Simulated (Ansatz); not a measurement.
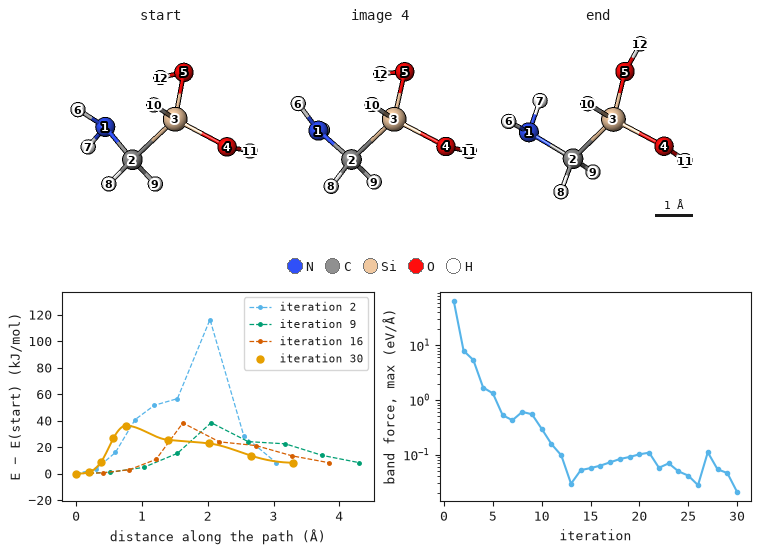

A search for the minimum-energy path of CH7NO2Si by the nudged elastic band. Images are numbered from 0 (start) to 8 (end). The plot follows the band through its iterations. The picture is a ball-and-stick view, seen at a tilt.

Theory: RKS r2SCAN/6-31G* (Ansatz). Settings: 7 movable images; climbing image; force threshold 0.03 eV/Å; iteration limit 60; starting path through a guess of the saddle point.

Did the band converge, and can the barrier be trusted?

The result is final at these settings. The band converged in 30 iterations. The largest component of the band force went from 64 to 0.021 eV/Å. The climbing image converged on the top of the path. Its vibrational analysis gives one imaginary mode (641i cm⁻¹), as a transition state must have. The first iteration put the highest image at 1225.6 kJ/mol. The highest point, image 4, lies 36.3 kJ/mol above the start and 28.0 kJ/mol above the end; the end is at +8.3 kJ/mol relative to the start.

The run took 13 min on 2 threads of Arm Neoverse V1, with other jobs on the host, peak memory 0.16 GiB.
